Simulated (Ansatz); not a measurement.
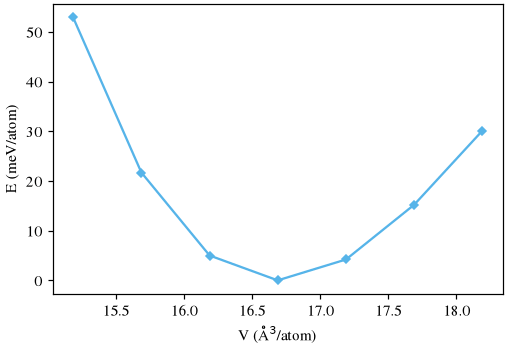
Fig. 1. MoS2 in space group Pnnm (No. 58; Mo on 2a, S on 4g) under volume change, the program Ansatz at the PBE level (PAW), shape and atoms relaxed at each volume.

Task: What does a third-order Birch–Murnaghan fit give for V₀, B₀ and B′?

Result: V₀ = 16.69 Å³/atom, B₀ = 91.4 GPa, B′ = 8.5.

The cell is a constructed one: a structure type filled with these elements; neither database checked (COD, Materials Project) lists it. It is not the phase usual at ambient conditions (space group No. 160, 194). The PBE relaxation kept the symmetry of its start; its stability against distortions is not shown here. The run is not spin-polarised.

Potentials: the later of the program's two PAW sets.
